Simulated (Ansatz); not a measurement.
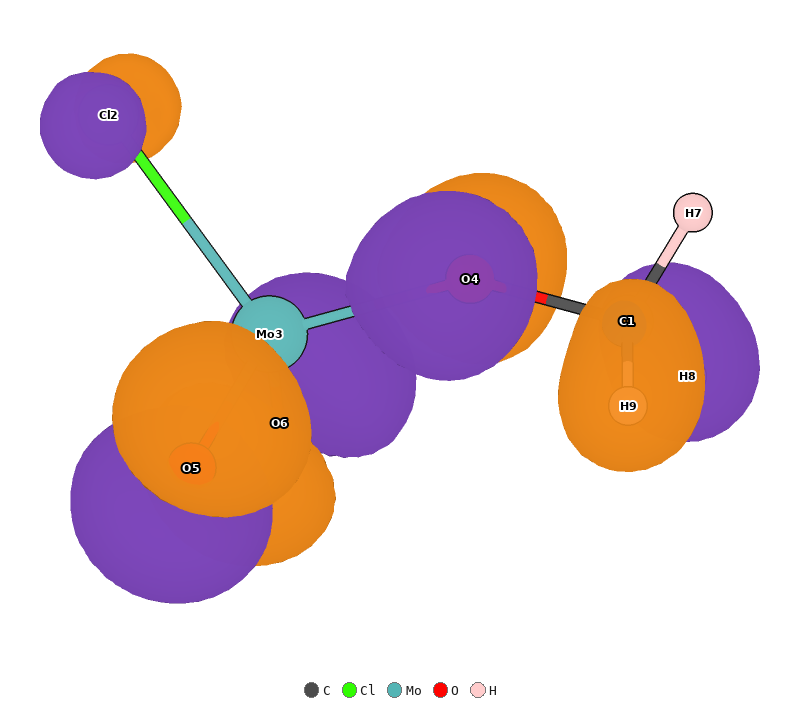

CH$_{3}$ClMoO$_{3}$ (SMILES C[O][Mo](=[O])(=[O])[Cl]). The HOMO at ±0.1 Å⁻³ᐟ² (orange and purple are the two phases), seen at a tilt.

Geometry: PBE0-D4/def2-SVP; core potentials replace the inner electrons of Mo.

Theory: isolated molecule in a Gaussian basis; Kohn-Sham density functional theory, functional PBE0 in Ansatz.

Input

```
crystal:
  periodic: [false, false, false]
  atoms:
    - {symbol: C, position_ang: [-0.814845, 2.119235, -0.059977]}
    - {symbol: Cl, position_ang: [-0.929136, -2.295900, 1.749216]}
    - {symbol: Mo, position_ang: [-1.591171, -0.898902, 0.078171]}
    - {symbol: O, position_ang: [-0.938127, 0.787216, 0.344321]}
    - {symbol: O, position_ang: [-1.062881, -1.479770, -1.394904]}
    - {symbol: O, position_ang: [-3.257954, -0.850301, 0.001100]}
    - {symbol: H, position_ang: [-0.195568, 2.654682, 0.675845]}
    - {symbol: H, position_ang: [-1.805529, 2.599084, -0.109968]}
    - {symbol: H, position_ang: [-0.328323, 2.177872, -1.046927]}
basis:
  gaussian: {orbitals: def2-SVPD}
hamiltonian: {xc: {name: PBE0}}
output: {forces: true, orbitals: {seedname: orbitals}}
```

Command:

```sh
ansatz run input.yaml --threads 2 --pin off --max-ram 5220MiB --events-out events.jsonl --progress --plain --runs-dir runs
```

### Describe this orbital and give its energy.

Its weight (Hirshfeld) is mainly on O5 (about 30 %), O6 (about 30 %) and O4 (about 20 %); largely a combination of lone pairs on O5, O6 and O4. Its energy is −9.43 eV.
